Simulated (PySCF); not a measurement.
SMILES [OH-] (charge -1), singlet at its CAM-B3LYP/def2-SVP optimised geometry (Å):

```
2

O     -0.4924     0.0000     0.0000
H      0.4924     0.0000     0.0000
```

Method: CAM-B3LYP/def2-TZVPD (PySCF). Cells within 0.4 Å of a nucleus heavier than hydrogen are left out (blank, or x).

Map of the log10 of the electron density (e/bohr³), floored at −4 on the plane z = 0.0 Å:

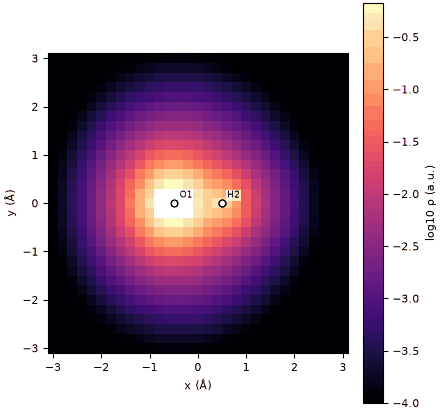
Figure: Log10 of the electron density (e/bohr³), floored at −4 on the plane z = 0.0 Å.
